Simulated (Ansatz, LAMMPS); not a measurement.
# Glassy 68B2O3-32K2O (mol %) (83 atoms): geometry optimisation, part 3 of 4

Aim: bring glassy 68B2O3-32K2O (mol %) (83 atoms) to a nearby minimum of the energy and see what moves.

Ansatz 0.2.0; Kohn-Sham DFT, PBE, PAW (set soft_2), plane waves.

The cell: 26 B, 12 K and 45 O. The quench rate of 100 K/ps far exceeds what a furnace or splat quench reaches. The network of bonds at the start is that of the classical potential that made the cell. The Brillouin zone is sampled at Γ only, in a cell whose shortest periodic width is 10 Å.

So far. Step 4 (Cell and atoms relaxed): The relaxation changed the energy by -149 meV/atom, and atoms moved by 0.68 Å r.m.s., 1.3 Å at most.

### Step 5. Distances and neighbours after relaxation

Bonds before and after, by the cutoffs listed below:

| pair | bonds before | bonds after | mean before (Å) | mean after (Å) | spread before (Å) | spread after (Å) |
| --- | --- | --- | --- | --- | --- | --- |
| O-B | 85 | 86 | 1.425 | 1.423 | 0.040 | 0.062 |

Density 2.33 g/cm³, 12.62 Å³ an atom.

g(r), total and by pair (bins of 0.2 Å):

| r (Å) | total | O-O | O-B | O-K | B-B | B-K | K-K |
| --- | --- | --- | --- | --- | --- | --- | --- |
| 1.30 | 2.79 | 0.00 | 8.20 | 0.00 | 0.00 | 0.00 | 0.00 |
| 1.50 | 2.40 | 0.00 | 7.07 | 0.00 | 0.00 | 0.00 | 0.00 |
| 1.70 | 0.00 | 0.00 | 0.00 | 0.00 | 0.00 | 0.00 | 0.00 |
| 1.90 | 0.00 | 0.00 | 0.00 | 0.00 | 0.00 | 0.00 | 0.00 |
| 2.10 | 0.00 | 0.00 | 0.00 | 0.00 | 0.00 | 0.00 | 0.00 |
| 2.30 | 0.99 | 3.23 | 0.00 | 0.00 | 0.44 | 0.00 | 0.00 |
| 2.50 | 1.48 | 4.00 | 0.05 | 0.58 | 1.98 | 0.00 | 0.00 |
| 2.70 | 1.15 | 0.06 | 0.24 | 3.83 | 4.58 | 0.00 | 0.00 |
| 2.90 | 0.78 | 0.38 | 0.76 | 1.79 | 0.45 | 0.77 | 0.66 |
| 3.10 | 1.10 | 0.93 | 1.03 | 1.29 | 0.39 | 2.23 | 1.78 |
| 3.30 | 1.16 | 0.46 | 1.56 | 1.07 | 0.23 | 2.99 | 1.60 |
| 3.50 | 1.22 | 0.97 | 1.38 | 0.76 | 0.80 | 2.62 | 1.44 |
| 3.70 | 1.34 | 0.55 | 2.24 | 0.90 | 0.81 | 1.96 | 1.32 |
| 3.90 | 0.85 | 0.76 | 0.97 | 0.82 | 1.12 | 0.61 | 0.38 |
| 4.10 | 0.88 | 1.05 | 0.76 | 0.77 | 1.23 | 0.65 | 0.70 |
| 4.30 | 0.82 | 1.06 | 0.64 | 0.87 | 1.06 | 0.50 | 0.31 |
| 4.50 | 1.15 | 1.81 | 0.69 | 1.15 | 0.98 | 0.80 | 1.43 |
| 4.70 | 1.16 | 1.59 | 0.85 | 1.40 | 1.24 | 0.60 | 0.52 |

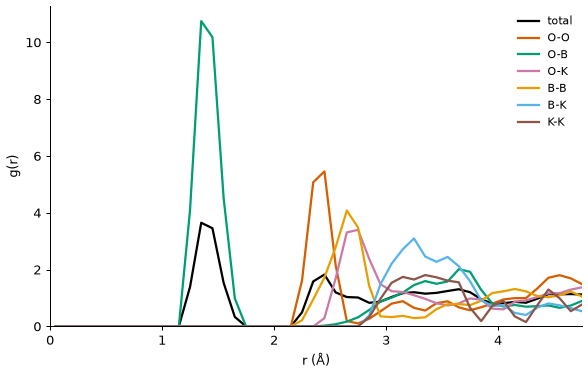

Pair distribution functions, lightly smoothed.

Bonds by pair of elements; cutoffs follow the first minimum of g(r), held within bounds set by covalent radii, and pairs that aren't listed don't count as bonded:

| pair A-B | cutoff (Å) | bonds | mean length (Å) | spread (Å) | shortest (Å) | B about A | A about B |
| --- | --- | --- | --- | --- | --- | --- | --- |
| O-B | 1.83 | 86 | 1.42 | 0.062 | 1.33 | 1.91 | 3.31 |
| O-K | 3.15 | 72 | 2.80 | 0.157 | 2.55 | 1.6 | 6 |

The cutoff for O-K falls short of the minimum of g(r), so counts run low and odd coordinations can be artefacts.

How many atoms have how many bonded neighbours:

| element | mean | 2 | 3 | 4 | 5 | 6 | 7 | 8 |
| --- | --- | --- | --- | --- | --- | --- | --- | --- |
| B | 3.31 | 0 | 18 | 8 | 0 | 0 | 0 | 0 |
| K | 6 | 0 | 0 | 0 | 6 | 1 | 4 | 1 |
| O | 3.51 | 1 | 26 | 12 | 6 | 0 | 0 | 0 |

Bond angles, per cent of each kind in bins of 5°:

| angle (°) | O-K-O | B-O-K | O-B-O | K-O-K | B-O-B |
| --- | --- | --- | --- | --- | --- |
| 40–45 | 0.5 | 0.0 | 0.0 | 0.0 | 0.0 |
| 45–50 | 7.0 | 0.0 | 0.0 | 0.0 | 0.0 |
| 50–55 | 9.6 | 0.0 | 0.0 | 0.0 | 0.0 |
| 55–60 | 0.5 | 0.0 | 0.0 | 0.0 | 0.0 |
| 60–65 | 0.0 | 0.0 | 0.0 | 4.8 | 0.0 |
| 65–70 | 5.3 | 0.0 | 0.0 | 9.5 | 0.0 |
| 70–75 | 5.9 | 0.0 | 0.0 | 16.7 | 0.0 |
| 75–80 | 8.0 | 3.1 | 0.0 | 7.1 | 0.0 |
| 80–85 | 3.7 | 7.8 | 0.0 | 7.1 | 0.0 |
| 85–90 | 3.2 | 13.3 | 0.0 | 4.8 | 0.0 |
| 90–95 | 5.9 | 13.3 | 0.0 | 2.4 | 0.0 |
| 95–100 | 4.3 | 13.3 | 0.0 | 0.0 | 0.0 |
| 100–105 | 5.9 | 14.1 | 6.9 | 4.8 | 0.0 |
| 105–110 | 8.0 | 6.2 | 21.6 | 4.8 | 0.0 |
| 110–115 | 4.3 | 5.5 | 16.7 | 4.8 | 4.9 |
| 115–120 | 4.8 | 7.8 | 28.4 | 0.0 | 7.3 |
| 120–125 | 3.7 | 7.0 | 21.6 | 2.4 | 4.9 |
| 125–130 | 2.7 | 6.2 | 4.9 | 0.0 | 19.5 |
| 130–135 | 3.7 | 0.8 | 0.0 | 2.4 | 4.9 |
| 135–140 | 2.1 | 0.0 | 0.0 | 4.8 | 17.1 |
| 140–145 | 1.6 | 0.0 | 0.0 | 11.9 | 14.6 |
| 145–150 | 1.6 | 0.0 | 0.0 | 0.0 | 12.2 |
| 150–155 | 2.7 | 0.0 | 0.0 | 4.8 | 7.3 |
| 155–160 | 0.5 | 0.8 | 0.0 | 0.0 | 2.4 |
| 160–165 | 1.6 | 0.0 | 0.0 | 4.8 | 0.0 |
| 165–170 | 0.5 | 0.0 | 0.0 | 0.0 | 4.9 |
| 170–175 | 1.6 | 0.8 | 0.0 | 0.0 | 0.0 |
| 175–180 | 0.5 | 0.0 | 0.0 | 2.4 | 0.0 |

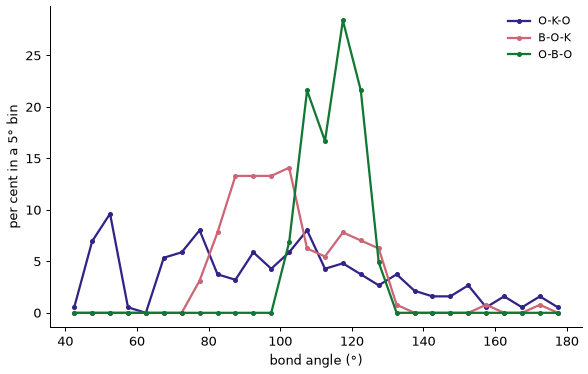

Distributions of the most common bond angles.

Bond angles (no mean is given where the spread exceeds 20°):

| angle | count | mean (°) | spread (°) |
| --- | --- | --- | --- |
| O-K-O | 187 | - | - |
| B-O-K | 128 | 102 | 16.1 |
| O-B-O | 102 | 115 | 6.4 |
| K-O-K | 42 | - | - |
| B-O-B | 41 | 137 | 13.1 |

Oxygen atoms by the number of network formers (Si, P, Ge, B, Al, As, Ga) bound to them:

| network formers bound to O | O atoms | per cent |
| --- | --- | --- |
| 0 | 0 | 0 |
| 1 | 4 | 8.9 |
| 2 | 41 | 91.1 |

Network units: each former by its oxygen neighbours and how many of them bridge to another former:

| former | O neighbours | bridging O | atoms |
| --- | --- | --- | --- |
| B | 3 | 2 | 3 |
| B | 3 | 3 | 15 |
| B | 4 | 3 | 1 |
| B | 4 | 4 | 7 |

Bond length by coordination (bonds to H left out):

| element | coordination | atoms | mean bond length (Å) |
| --- | --- | --- | --- |
| B | 3 | 18 | 1.38 |
| B | 4 | 8 | 1.49 |
| K | 5 | 6 | 2.77 |
| K | 6 | 1 | 2.83 |
| K | 7 | 4 | 2.83 |
| K | 8 | 1 | 2.77 |
| O | 2 | 1 | 1.39 |
| O | 3 | 26 | 1.88 |
| O | 4 | 12 | 2.12 |
| O | 5 | 6 | 2.43 |

Rings of the network by King's shortest-path rule, up to 12 atoms, one path for each pair of neighbours; H, halogens, alkali and alkaline-earth atoms are left out, and the last column divides by all other atoms, bonded or not:

| ring size (atoms) | rings | per network atom |
| --- | --- | --- |
| 6 | 1 | 0.014 |
| 12 | 6 | 0.085 |

91 % of the oxygens bridge two formers (B) and 9 % are non-bridging. The commonest B unit has 3 oxygens, 3 of them shared with other formers (15 of 26 atoms). Rings of 12 atoms are the most common (86 % of those counted); sizes run from 6 to 12, where the search stops.

### Step 6. Single point at the relaxed geometry

One more single point at the end of the walk gives the fuller output and checks the residual forces.

Input file input.yaml:

```yaml
crystal:
  lattice:
    - [10.43382, -0.54565, 0.82049]
    - [-0.54565, 10.35195, 0.30399]
    - [0.82049, 0.30399, 9.80076]
  atoms:
    - { symbol: B, position: [0.58987, 0.0277, 0.41501] }
    - { symbol: B, position: [0.01018, 0.74837, 0.97463] }
    - { symbol: B, position: [0.63907, 0.3019, 0.19371] }
    - { symbol: B, position: [0.86922, 0.31144, 0.02467] }
    - { symbol: B, position: [0.29353, 0.69523, 0.05521] }
    - { symbol: B, position: [0.16006, 0.12672, 0.33837] }
    - { symbol: B, position: [0.22004, 0.77498, 0.82402] }
    - { symbol: B, position: [0.84397, 0.15035, 0.83486] }
    - { symbol: B, position: [0.89127, 0.54593, 0.87373] }
    - { symbol: B, position: [0.4068, 0.13433, 0.85875] }
    - { symbol: B, position: [0.14961, 0.554, 0.25971] }
    - { symbol: B, position: [0.56976, 0.00522, 0.68911] }
    - { symbol: B, position: [0.80794, 0.70115, 0.70878] }
    - { symbol: B, position: [0.71497, 0.28384, 0.67236] }
    - { symbol: B, position: [0.75124, 0.6801, 0.44577] }
    - { symbol: B, position: [0.77537, 0.22786, 0.41439] }
    - { symbol: B, position: [0.61372, 0.79541, 0.31416] }
    - { symbol: B, position: [0.37193, 0.95519, 0.07677] }
    - { symbol: B, position: [0.01141, 0.30569, 0.24049] }
    - { symbol: B, position: [0.75212, 0.506, 0.29837] }
    - { symbol: B, position: [0.49864, 0.56712, 0.98969] }
    - { symbol: B, position: [0.62862, 0.76275, 0.05145] }
    - { symbol: B, position: [0.55129, 0.34007, 0.86879] }
    - { symbol: B, position: [0.73708, 0.90861, 0.84439] }
    - { symbol: B, position: [0.42017, 0.12912, 0.28253] }
    - { symbol: B, position: [0.87466, 0.70733, 0.20678] }
    - { symbol: K, position: [0.42594, 0.519, 0.32014] }
    - { symbol: K, position: [0.33249, 0.8394, 0.37544] }
    - { symbol: K, position: [0.97643, 0.44212, 0.53172] }
    - { symbol: K, position: [0.15529, 0.46014, 0.92479] }
    - { symbol: K, position: [0.45886, 0.28804, 0.55461] }
    - { symbol: K, position: [0.86133, 0.99135, 0.53448] }
    - { symbol: K, position: [0.11033, 0.06751, 0.99281] }
    - { symbol: K, position: [0.31322, 0.30086, 0.09176] }
    - { symbol: K, position: [0.05867, 0.77025, 0.51614] }
    - { symbol: K, position: [0.4994, 0.72325, 0.69562] }
    - { symbol: K, position: [0.81778, 0.02543, 0.14559] }
    - { symbol: K, position: [0.24839, 0.04166, 0.63532] }
    - { symbol: O, position: [0.29243, 0.18276, 0.32973] }
    - { symbol: O, position: [0.80829, 0.22515, 0.72701] }
    - { symbol: O, position: [0.09785, 0.42195, 0.26814] }
    - { symbol: O, position: [0.30375, 0.20264, 0.82734] }
    - { symbol: O, position: [0.78174, 0.72218, 0.57691] }
    - { symbol: O, position: [0.75606, 0.54161, 0.43069] }
    - { symbol: O, position: [0.5991, 0.97344, 0.55292] }
    - { symbol: O, position: [0.18426, 0.60258, 0.37578] }
    - { symbol: O, position: [0.62512, 0.93355, 0.78151] }
    - { symbol: O, position: [0.82778, 0.58105, 0.18758] }
    - { symbol: O, position: [0.60633, 0.92363, 0.31429] }
    - { symbol: O, position: [0.4674, 0.07763, 0.4068] }
    - { symbol: O, position: [0.83908, 0.01933, 0.82536] }
    - { symbol: O, position: [0.11258, 0.83029, 0.90357] }
    - { symbol: O, position: [0.90486, 0.20183, 0.93448] }
    - { symbol: O, position: [0.51212, 0.24693, 0.21989] }
    - { symbol: O, position: [0.89619, 0.28666, 0.36087] }
    - { symbol: O, position: [0.11159, 0.02116, 0.42361] }
    - { symbol: O, position: [0.4829, 0.09191, 0.72311] }
    - { symbol: O, position: [0.39759, 0.0268, 0.1863] }
    - { symbol: O, position: [0.08534, 0.18777, 0.24743] }
    - { symbol: O, position: [0.71136, 0.27618, 0.53496] }
    - { symbol: O, position: [0.36225, 0.01036, 0.94974] }
    - { symbol: O, position: [0.8082, 0.7996, 0.7922] }
    - { symbol: O, position: [0.51065, 0.45103, 0.92967] }
    - { symbol: O, position: [0.60176, 0.73071, 0.19376] }
    - { symbol: O, position: [0.66101, 0.40624, 0.27977] }
    - { symbol: O, position: [0.94434, 0.78828, 0.09694] }
    - { symbol: O, position: [0.86471, 0.42238, 0.92243] }
    - { symbol: O, position: [0.34293, 0.81837, 0.10742] }
    - { symbol: O, position: [0.69134, 0.87748, 0.99578] }
    - { symbol: O, position: [0.85189, 0.5837, 0.74731] }
    - { symbol: O, position: [0.60195, 0.66281, 0.96678] }
    - { symbol: O, position: [0.24481, 0.78826, 0.68667] }
    - { symbol: O, position: [0.38352, 0.58402, 0.06932] }
    - { symbol: O, position: [0.63053, 0.36182, 0.74003] }
    - { symbol: O, position: [0.7123, 0.12339, 0.36483] }
    - { symbol: O, position: [0.73456, 0.26993, 0.0961] }
    - { symbol: O, position: [0.97082, 0.32586, 0.10768] }
    - { symbol: O, position: [0.61727, 0.71268, 0.4297] }
    - { symbol: O, position: [0.2919, 0.70435, 0.90349] }
    - { symbol: O, position: [0.97891, 0.63101, 0.92456] }
    - { symbol: O, position: [0.16877, 0.63008, 0.1318] }
    - { symbol: O, position: [0.50365, 0.22049, 0.92411] }
    - { symbol: O, position: [0.84774, 0.75936, 0.33242] }
kpoints:
  mp_grid: { grid: [1, 1, 1] }
hamiltonian:
  xc: pbe
scf:
  occupations: { method: fixed }
output:
  forces: true
  stress: true
  populations: true
  dos:
    method: { smearing: { sigma: 0.1 } }
    de: 0.1
    projected: { site_lists: { B: [B], K: [K], O: [O] } }
  eigenvalues: true
  write_density: true
  write_potential: true
  volumetric_format: npy
  elf: true
```

On the command line:

```
> ansatz run input.yaml --threads 4 --pin off --max-ram 8192MiB --backend cpu --events-out ev --progress --plain --runs-dir out
```

Numbers of over 12 decimals in the logs are rounded to 6 here.

What it wrote:

```text
[...]
Crystal: 83 atoms, lattice volume = 1047.460 Å³
Basis set: ecut = 420 eV, 20497 PW (Γ), exchange–correlation on 144×144×144 points (8 copies of the dense FFT grid, shifted against one another)
Bands: 311, of which v1, the nominal top of the filled ones, is band 228 counted from 1 (227 counted from 0)
Symmetry: 1 space group operations
[...]
k-points: 1
[...]
SCF iter   1: F=—  HF=-48117.096392 eV  |F-HF|=—  |Δ(HF+E_count)|=         —  Δρ=3.28e-3  dr2=1.34e-1  ethr=1.77e-3  ⟨swp⟩=6.0  Hψ=1118  notcnv=0  defer=80
[...]
SCF iter  10: F=-48117.097153 eV  HF=-48117.097153 eV  |F-HF|=2.70e-8  |Δ(HF+E_count)|=   5.03e-8  Δρ=2.25e-6  dr2=4.38e-8  ethr=2.19e-11  ⟨swp⟩=24.0  Hψ=3129  notcnv=0
SCF 1 converged in 10 iterations: F = -48117.097153 eV  dr2 = 4.38e-8
[...]
WARN: The input density's exchange-correlation potential varies sharply where the density is thin. Do not read a vacuum level from v_tot or v_xc, or from such a field of the output density. On a cell that repeats whose density bears no net charge and no dipole along the vacuum's axis use v_es (v_loc + v_h of the components); [...]
SCF converged after 10 iterations
Free energy (F): -48117.097153 eV
[...]
Internal energy: -48117.097153 eV  (E = F + TS)
E sigma→0 (E₀):  -48117.097153 eV
Fermi energy:    4.123371 eV
[...]
--- Forces (eV/Å), atoms counted from 1 ---
  atom   1  B      0.00406017     0.00118167     0.00437828
  atom   2  B     -0.00192770     0.00504171     0.00648905
  atom   3  B     -0.00070826     0.00262425     0.00395591
  atom   4  B     -0.00176874    -0.00552110    -0.00125293
  atom   5  B      0.00200701    -0.00082680    -0.00246245
  atom   6  B      0.00880601    -0.00593346    -0.00758514
  atom   7  B      0.00953329     0.00987966     0.00102603
  atom   8  B     -0.00588803    -0.00896948    -0.00435094
  atom   9  B     -0.00590161    -0.00466489     0.00066845
  atom  10  B      0.00877860    -0.00717041    -0.00981088
  atom  11  B     -0.02241323     0.00214326     0.00614267
  atom  12  B     -0.00799411    -0.00856169     0.00029159
  atom  13  B      0.00444012     0.00320113    -0.00295311
  atom  14  B     -0.00243078     0.00102049    -0.00285570
[...]
atom  82  O     -0.00677688     0.00382187    -0.00061202
  atom  83  O      0.00330609     0.00118830    -0.00027299
  max |Σ_I F_I| component: 5.89e-5 eV/Å
--- Stress (GPa, compression-positive) ---
        0.012296      -0.002025       0.007156
       -0.002015       0.002447       0.002551
        0.007151       0.002569      -0.013022
  P = ⅓ Tr σ = 0.0006 GPa (0.006 kbar)
--- Band table (eV) ---
[...]
--- Löwdin populations: 83 sites ---
  site symbol       q [e]
     0      B      2.4324
     1      B      2.3477
     2      B      2.4036
[...]
82      O      6.4730
  spilling = 0.007537 (of n_electrons = 456.000000)
```

The job ended after 19 s (4 threads of Arm Neoverse V1, shared host; peak memory 1.2 GiB; 71 s of CPU time).

The program notes that the exchange-correlation potential is rough where the density is thin.

Numbers from this run:

| Item | Value |
| --- | --- |
| free energy | -48117.0972 eV |
| free energy per atom | -579.7241 eV/atom |
| SCF cycles | 10 |
| pressure | 0.0005737 GPa |
| r.m.s. force component | 0.00446 eV/Å |
| longest force | 0.02334 eV/Å |
| Fermi energy | 4.123 eV |
| gap (highest filled to lowest empty level) | 3.115 eV |
| spilling of the projection | 0.007537 |

Löwdin charges by element (they lack the spilled electrons, 0.041 e an atom on average):

| element | coordination | atoms | mean charge (e) | spread | least | most |
| --- | --- | --- | --- | --- | --- | --- |
| B | all | 26 | 0.577 | 0.0398 | 0.494 | 0.652 |
| K | all | 12 | 0.884 | 0.0087 | 0.867 | 0.899 |
| O | all | 45 | -0.493 | 0.102 | -0.863 | -0.386 |

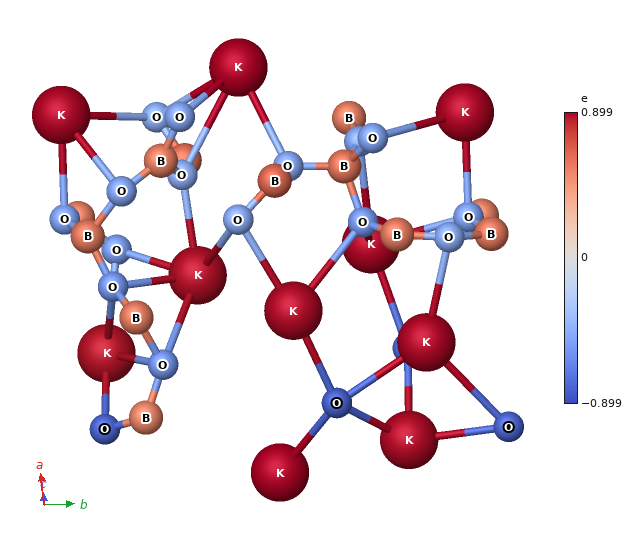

Atoms coloured by Löwdin charge. Drawn is a slice 4 Å thick, seen along the normal of the ab plane.

(Part 3 of 4 ends here.)

[Logs are printed without paths, hosts, clocks, repeated set-up lines and the standing remarks that a program may print on its own settings, such as how far it seeks lower states.]

[Hosts, paths, dates, database ids (printed as entryN), source tags and the programs' standing remarks are cut or masked in the printed files.]
